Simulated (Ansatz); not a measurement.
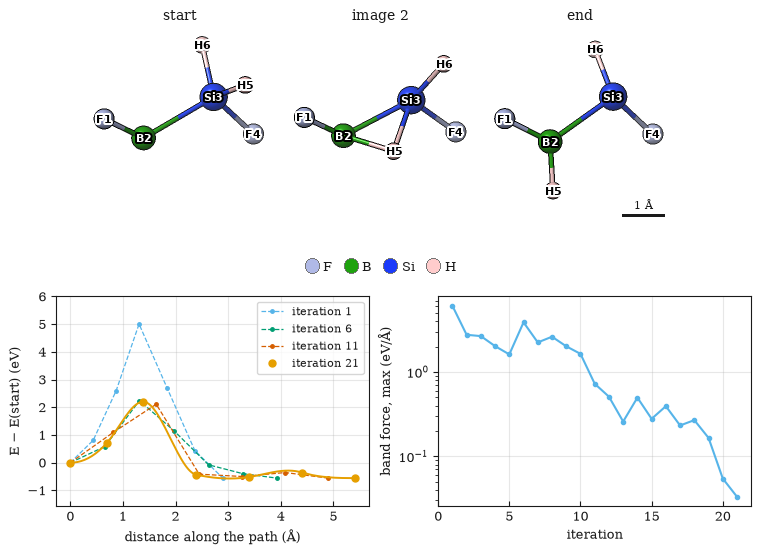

A nudged-elastic-band calculation for BSiH₂F₂ (multiplicity 2). Images are numbered from 0 (start) to 6 (end). The plot follows the band through its iterations. A ball-and-stick model, seen at a tilt.

All numbers below come from Ansatz 0.2.0, UHF/STO-3G. Settings: 5 movable images; climbing image; force threshold 0.05 eV/Å; iteration limit 60; spring constant 50.0 eV/Å²; starting path through a guess of the saddle point.

How did the profile develop, and is the result final?

The run is converged, with reservations. The band converged in 21 iterations. The largest component of the band force went from 6.1 to 0.033 eV/Å. The climbing image converged on the top of the path. Its curvatures weren't checked. The spring constant is far from the usual few eV/Å², which spoils the spacing or the steps. The first iteration put the highest image at 5.01 eV. Forward barrier 2.20 eV, backward barrier 2.76 eV, with image 2 at the top; the reaction energy is −0.56 eV. The profile has 2 maxima (images 2, 5) with a dip at image 4 (−0.52 eV), so the process runs in steps.

Limits of the set-up: STO-3G is a minimal basis, so the numbers are rough.
